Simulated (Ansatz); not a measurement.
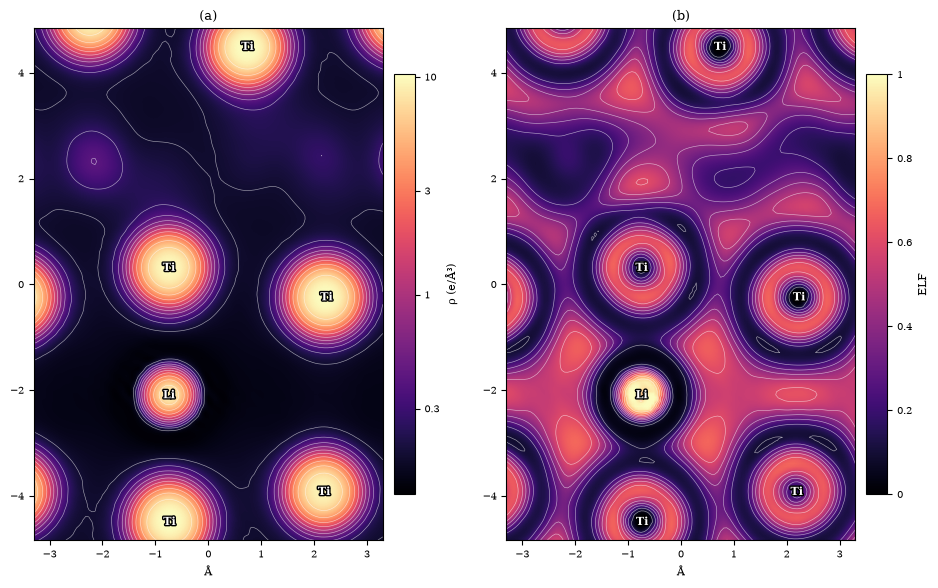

LiTi12 (cell with a defect). (a) valence electron density; (b) electron localisation function on the (011) plane of the calculation cell.

Computed without spin polarisation.

Computed with DFT PBEsol, scalar-relativistic, plane waves, PAW in Ansatz 0.2.0.

The density is the valence pseudo-density of a PAW calculation; it isn't the true density close to the nuclei.

### Interpret the plot.

The plane passes through Ti and Li nuclei.
Li–Ti (2.40 Å): ρ at the midpoint is about 0.18 e/Å³; the ELF is about 0.10 at the midpoint; no shared electron pair shows on this line.
Li–Ti (2.41 Å): ρ at the midpoint is about 0.18 e/Å³; the ELF is about 0.10 at the midpoint (no shared electron pair shows on this line).
Between the atoms the lowest density in this plane is 0.13 e/Å³.
The features right at Ti and Li lie inside the PAW spheres, where the map follows smoothed inner orbitals and isn't to be read closely.
